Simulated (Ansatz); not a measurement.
# Molecular dynamics, with input and output: C2H9BSSi (part 5 of 5)

Continued. System: C2H9BSSi. Method: RKS r2SCANh-D4/STO-3G (Ansatz 0.2.0). One setting was made poor on purpose. It belongs to a series of runs on one base structure; here: dynamics from the start.

Geometry of the input (Å):
```
B  -1.5863  2.0944  1.0877
C  -1.0174  0.8441  0.3473
S  -0.1355  -0.3421  1.4090
C  0.3403  -1.5380  0.1107
Si 1.7227  -1.0067  -1.0538
H  -1.1719  2.4321  2.1321
H  -2.4142  2.7437  0.5683
H  -0.3250  1.2759  -0.4059
H  -1.7981  0.3445  -0.2498
H  -0.5496  -1.8223  -0.4686
H  0.6602  -2.4444  0.6403
H  1.3582  0.1951  -1.7626
H  2.9294  -0.7568  -0.3058
H  1.9743  -2.0487  -2.0202
```

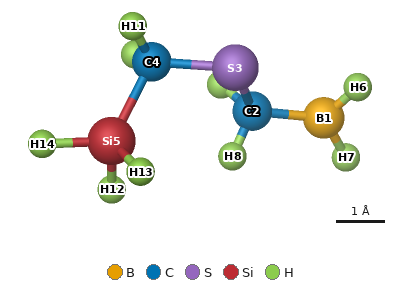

Fig. 1: The geometry at step 129 of the log (ball-and-stick view, seen at a tilt; atoms are numbered from 1 in the order of the input).

### Trajectory as extended XYZ, continued
```
14
Properties=species:S:1:pos:R:3:forces:R:3 step=116 time_fs=58.0 energy=-21360.96113 temperature=819.2
B    -1.6304    2.0570    1.1931   -0.7053   1.2919  -2.9897
C    -0.9485    0.9023    0.3865    0.7126  -0.4604  -0.7351
S    -0.0612   -0.4182    1.3505   -0.4972   1.6263   1.1362
C     0.2111   -1.5861    0.0256    1.5744   0.1406  -0.4974
Si    1.6714   -1.0108   -1.0779    0.3316   1.2372  -1.4581
H    -1.7384    2.0112    2.2696   -0.1658  -0.4761   3.6796
H    -2.1023    3.1084    0.7654    0.8242  -1.5596  -0.2614
H    -0.2730    1.4259   -0.3691   -0.7676  -1.0857   0.4812
H    -1.6705    0.2227   -0.1361   -0.0192   1.4670  -0.3719
H    -0.6637   -1.7838   -0.5746   -0.7643   0.0723  -0.4284
H     0.4132   -2.5117    0.5637    0.4546  -0.4220  -0.2150
H     1.2660    0.1450   -1.9885    0.1975  -1.3891   1.2689
H     2.8511   -0.5190   -0.3546   -0.7811  -0.2814   0.1267
H     2.2217   -1.9931   -1.9979   -0.3944  -0.1611   0.2644
14
Properties=species:S:1:pos:R:3:forces:R:3 step=119 time_fs=59.5 energy=-21360.85573 temperature=997.4
B    -1.6403    2.0612    1.1893   -1.2744   1.3296  -1.8424
C    -0.9579    0.8985    0.4014    1.2125  -0.1234  -0.6429
S    -0.0575   -0.4173    1.3532   -0.3212   1.6425   1.4942
C     0.2062   -1.5866    0.0344    0.5019   2.4515  -2.6518
Si    1.6735   -1.0230   -1.0775   -0.1318   2.1764  -0.6430
H    -1.7741    2.0544    2.2846    0.1077  -0.5521   2.8020
H    -2.1561    3.1071    0.7847    1.0246  -1.6342  -0.5267
H    -0.3115    1.4173   -0.3709   -0.3668  -0.8751   0.4858
H    -1.6186    0.2093   -0.1369   -0.9053   0.9987  -0.6387
H    -0.6892   -1.7279   -0.5915    0.0619  -0.1088   0.2104
H     0.4276   -2.4740    0.5192    0.6308  -2.6912   1.0529
H     1.2378    0.1424   -1.9849    0.4246  -1.6038   1.3351
H     2.8272   -0.5171   -0.3013   -0.8971  -0.3672  -0.1848
H     2.2225   -1.9983   -1.9584   -0.0671  -0.6430  -0.2501
14
Properties=species:S:1:pos:R:3:forces:R:3 step=121 time_fs=60.5 energy=-21360.77780 temperature=613.0
B    -1.6417    2.0676    1.1934   -1.0732   0.7206  -1.0893
C    -0.9615    0.8973    0.4123    1.5075   0.1499  -0.6183
S    -0.0542   -0.4177    1.3586   -0.2451   1.6597   1.5322
C     0.2099   -1.5852    0.0365   -0.6896   4.4870  -4.0146
Si    1.6740   -1.0250   -1.0797    0.1086   2.3092  -0.4116
H    -1.7572    2.0654    2.3062    0.1908  -0.4638   2.1497
H    -2.1452    3.0896    0.7805    0.7526  -1.1733  -0.6488
H    -0.3276    1.4210   -0.3678   -0.1962  -0.8030   0.6025
H    -1.5916    0.2184   -0.1506   -1.3264   0.6407  -0.7451
H    -0.7180   -1.6787   -0.5914    0.8702  -0.4595   0.6930
H     0.4751   -2.4375    0.4927    0.8329  -4.4824   1.9086
H     1.2618    0.1373   -1.9862    0.3362  -1.4735   1.2466
H     2.8173   -0.5188   -0.2692   -1.0145  -0.4642  -0.3982
H     2.2270   -1.9998   -1.9597   -0.0537  -0.6472  -0.2068
14
Properties=species:S:1:pos:R:3:forces:R:3 step=124 time_fs=62.0 energy=-21360.98270 temperature=1373.3
B    -1.6552    2.0752    1.2091   -0.1954  -0.1971  -1.4474
C    -0.9635    0.8915    0.4231    1.2590   0.1602  -1.3256
S    -0.0463   -0.4254    1.3656   -0.6054   1.5367   1.3646
C     0.2094   -1.5863    0.0372   -0.6530   1.9876  -3.9481
Si    1.6775   -1.0183   -1.0841    0.3914   1.4893  -0.5105
H    -1.7776    1.9673    2.3134   -0.1732  -0.1504   2.1759
H    -2.0661    3.1089    0.7654    0.4420  -0.8617  -0.3375
H    -0.2941    1.4147   -0.3461   -0.5586  -0.9280   0.8230
H    -1.6174    0.2348   -0.1837   -0.6090   0.9956  -0.1192
H    -0.7198   -1.6424   -0.6769    1.7552  -0.5091   1.8722
H     0.4852   -2.5071    0.4756   -0.1248  -1.8227   0.5596
H     1.2629    0.0869   -2.0107    0.1584  -0.8601   1.0739
H     2.8041   -0.5077   -0.2671   -0.8623  -0.3416  -0.3714
H     2.2642   -1.9648   -1.9992   -0.2244  -0.4989   0.1905
14
Properties=species:S:1:pos:R:3:forces:R:3 step=127 time_fs=63.5 energy=-21360.75673 temperature=1216.0
B    -1.6508    2.0686    1.2157    0.0688   0.7068  -3.5496
C    -0.9536    0.8926    0.4066    0.2285  -0.3897   0.6022
S    -0.0445   -0.4224    1.3671   -0.9081   1.4151   0.9440
C     0.1897   -1.5709    0.0219    1.2194  -1.6321  -2.3693
Si    1.6899   -1.0144   -1.0815    0.2116  -0.0554  -1.4565
H    -1.7901    1.9299    2.2810   -0.5170  -0.3384   3.5993
H    -2.0288    3.1434    0.7541    0.6325  -1.5807   0.1422
H    -0.2971    1.3550   -0.3229    0.6212   0.1681  -0.6103
H    -1.6256    0.2598   -0.1849   -0.7993   0.6132  -0.2460
H    -0.6948   -1.6255   -0.7561    1.4688  -0.5603   2.3559
H     0.5237   -2.5790    0.5148   -1.4275   1.7853  -1.3347
H     1.3269    0.0322   -2.0335   -0.2897  -0.1080   0.5996
H     2.7674   -0.4707   -0.3099    0.0775  -0.0064   0.4019
H     2.3146   -1.9681   -2.0260   -0.5868  -0.0175   0.9213
14
Properties=species:S:1:pos:R:3:forces:R:3 step=129 time_fs=64.5 energy=-21360.40675 temperature=762.6
B    -1.6427    2.0700    1.2119   -0.1891   1.8393  -4.4066
C    -0.9569    0.8974    0.4012   -0.1094  -0.9743   2.1157
S    -0.0450   -0.4235    1.3623   -0.8398   1.3344   1.2185
C     0.1757   -1.5636    0.0111    2.3720  -1.8329  -1.8095
Si    1.6954   -1.0166   -1.0814    0.1215  -0.2243  -1.9350
H    -1.7926    1.9232    2.2625   -0.6616  -0.4564   4.1891
H    -2.0176    3.2003    0.7540    0.9370  -2.5128   0.4726
H    -0.2953    1.3138   -0.2938    1.6232   0.9973  -1.8751
H    -1.6002    0.2444   -0.1638   -1.4010   0.3058  -0.7266
H    -0.6930   -1.6114   -0.7327    0.8442  -0.6674   1.6321
H     0.5562   -2.5866    0.4688   -1.8124   2.0968  -1.1855
H     1.3893    0.0098   -2.0568   -0.5682   0.2059   0.4667
H     2.7752   -0.4531   -0.3477    0.2760  -0.0081   0.6999
H     2.3133   -1.9572   -2.0522   -0.5924  -0.1031   1.1437
14
Properties=species:S:1:pos:R:3:forces:R:3 step=132 time_fs=66.0 energy=-21360.29895 temperature=1035.5
B    -1.6434    2.0633    1.1969   -0.2161   2.1432  -3.2052
C    -0.9652    0.8964    0.4023   -1.6395  -2.3264   3.2606
S    -0.0434   -0.4205    1.3691   -0.9297   1.1214   0.8073
C     0.1672   -1.5610    0.0014    3.8092  -1.6571  -0.6686
Si    1.7001   -1.0162   -1.0781    0.5816   0.8673  -1.3076
H    -1.7459    1.9413    2.2679   -0.5369  -0.4197   3.6515
H    -1.9790    3.2199    0.7860    0.7286  -2.5772   0.1606
H    -0.3325    1.3061   -0.2602    3.3448   2.0462  -3.4500
H    -1.5891    0.2490   -0.1939   -1.3667   0.2744  -0.5300
H    -0.6877   -1.6560   -0.6819   -0.2221  -0.5231   0.4840
H     0.5940   -2.5713    0.4179   -1.9462   1.8649  -0.7005
H     1.3638   -0.0279   -2.0884   -0.4569   0.2907   0.6185
H     2.8179   -0.4143   -0.3275   -0.8120  -0.4926   0.0011
H     2.3232   -1.9246   -2.0389   -0.3381  -0.6120   0.8781
14
Properties=species:S:1:pos:R:3:forces:R:3 step=134 time_fs=67.0 energy=-21360.33063 temperature=634.6
B    -1.6462    2.0673    1.1984   -0.0082   1.2953  -2.6267
C    -0.9719    0.9012    0.3936   -2.0528  -2.7488   3.7150
S    -0.0404   -0.4138    1.3757   -1.0657   0.9871   0.3193
C     0.1669   -1.5585   -0.0040    4.6269  -1.4752   0.0228
Si    1.7093   -1.0160   -1.0817    0.1086   1.3876  -0.7285
H    -1.7214    1.9518    2.2774   -0.4342  -0.4556   3.4263
H    -1.9709    3.1908    0.8185    0.4436  -1.7252  -0.2649
H    -0.3264    1.3176   -0.2407    3.6652   2.2660  -3.7546
H    -1.5877    0.2460   -0.2110   -1.1653   0.4296  -0.4504
H    -0.6830   -1.7047   -0.6534   -0.7713  -0.4024  -0.0593
H     0.6245   -2.5540    0.3983   -1.9695   1.6828  -0.4376
H     1.3396   -0.0594   -2.1041   -0.3729   0.4342   0.5386
H     2.8300   -0.3935   -0.3322   -1.0096  -0.5609  -0.1253
H     2.3240   -1.9136   -2.0128    0.0053  -1.1145   0.4254
14
Properties=species:S:1:pos:R:3:forces:R:3 step=137 time_fs=68.5 energy=-21360.70372 temperature=779.4
B    -1.6514    2.0719    1.1944    0.1470  -0.4179   0.0658
C    -0.9702    0.9085    0.3816    0.3214  -1.1743   1.6683
S    -0.0511   -0.4131    1.3836   -1.0279   1.0153   0.0731
C     0.1754   -1.5372   -0.0099    4.4723  -2.1557   0.2760
Si    1.7170   -1.0124   -1.0871   -0.6779   2.5505  -0.3594
H    -1.7295    1.9547    2.3269   -0.1668  -0.2965   1.2059
H    -2.0028    3.1348    0.8452    0.0696  -0.2367  -0.8676
H    -0.2677    1.3768   -0.2746    0.8803   0.3764  -1.2809
H    -1.5999    0.2340   -0.1986   -0.8312   0.7252  -0.6026
H    -0.6668   -1.7413   -0.6317   -1.3018   0.0762  -0.6069
H     0.5566   -2.5779    0.3539   -1.2568   2.0295  -0.0721
H     1.3584   -0.0872   -2.1705   -0.3110   0.1325   0.9088
H     2.8402   -0.3661   -0.3793   -0.9482  -0.4260   0.0918
H     2.3340   -1.9046   -1.9394    0.6309  -2.1986  -0.5002
14
Properties=species:S:1:pos:R:3:forces:R:3 step=139 time_fs=69.5 energy=-21360.59184 temperature=1226.7
B    -1.6461    2.0737    1.1998    0.1456  -1.1039   0.5202
C    -0.9724    0.9072    0.3777    2.6136   0.4905   1.1564
S    -0.0572   -0.4159    1.3902   -0.9240   0.9433   0.1057
C     0.1869   -1.5349   -0.0009    3.2800  -2.7485  -1.0332
Si    1.7160   -1.0146   -1.0943   -0.3701   2.7217   0.2048
H    -1.7599    1.9424    2.3391   -0.0349  -0.3339   0.8044
H    -2.0204    3.1148    0.8728   -0.0130   0.3846  -1.1268
H    -0.2351    1.3660   -0.3357   -0.6491  -0.4667   0.1792
H    -1.5853    0.2237   -0.1526   -1.7356  -0.0444  -1.3940
H    -0.6523   -1.7602   -0.6757   -0.3693   0.5208   0.3402
H     0.5560   -2.5994    0.3193   -1.1569   2.2496   0.2278
H     1.3790   -0.1075   -2.1767   -0.5228   0.3460   0.5697
H     2.8464   -0.3413   -0.4151   -1.0208  -0.4867   0.1393
H     2.3475   -1.9074   -1.9176    0.7573  -2.4725  -0.6938
14
Properties=species:S:1:pos:R:3:forces:R:3 step=142 time_fs=71.0 energy=-21360.41862 temperature=756.2
B    -1.6524    2.0874    1.1990    0.6411  -3.2188   1.4078
C    -0.9775    0.9045    0.3729    3.6212   1.0361   0.5986
S    -0.0518   -0.4127    1.3964   -0.7217   0.7380   0.2502
C     0.2090   -1.5328    0.0016    1.9457  -2.8685  -1.8960
Si    1.7184   -1.0127   -1.0945    0.2872   1.8994  -1.0347
H    -1.7780    1.8599    2.3518   -0.0695   0.2042  -0.1274
H    -2.0077    3.0943    0.8644   -0.3808   1.6148  -1.2416
H    -0.1978    1.3337   -0.3703   -1.5964  -0.7365   0.8788
H    -1.5605    0.1684   -0.1138   -1.9946  -0.0022  -1.5917
H    -0.6510   -1.7548   -0.6976    0.4235   0.8542   0.9629
H     0.5465   -2.6190    0.2647   -0.9310   2.2555   0.6520
H     1.4070   -0.0991   -2.1822   -0.6638   0.1675   0.5184
H     2.8456   -0.3061   -0.4835   -0.6902  -0.4424   0.5301
H     2.3608   -1.9542   -1.9261    0.1293  -1.5013   0.0926
```

### Key numbers

- outcome: finished
- mean temperature over the second half: 948 K
- trajectory: 142 steps, 71 fs
- ensemble: nvt_langevin
- temperature in the input: 1000.0 K
- time step: 0.5 fs
- potential energy (last step): −21360.4186 eV
- mean-field energy (last step): −21360.3314 eV
- largest force (length of the vector) (last step): 3.951 eV/Å
- hardware: 1 thread of AMD EPYC (Zen 3), 192 GiB of memory available, shared host
- wall time: 8.4 min
- peak memory: 0.12 GiB

A deliberately poor setting: friction. So short a trajectory is not equilibrated. The logged temperature at the start can lie below the typed one, since it is counted over all degrees of freedom.
